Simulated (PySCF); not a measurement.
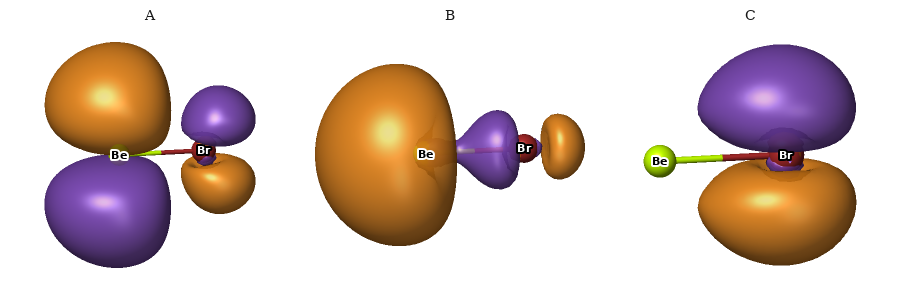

BeBr (doublet). Three frontier α-spin orbitals, each drawn at the value that holds 80 % of its norm (orange and purple are the two phases), in no order; of a degenerate pair one member is drawn.

All numbers below come from PBE0/def2-SVP, non-relativistic Hamiltonian with scalar-relativistic core potentials where named, at a bond length of 1.990 Å in PySCF 2.14.0.

**Label each orbital by symmetry, say whether it is occupied, and order them by energy.**

Orbital C: π, occupied in this spin, −8.87 eV; mainly on Br (90 %).
Orbital B: σ, occupied in this spin, −6.30 eV; mainly on Be (90 %).
Orbital A: π, empty in this spin, −1.36 eV; mainly on Be (80 %).
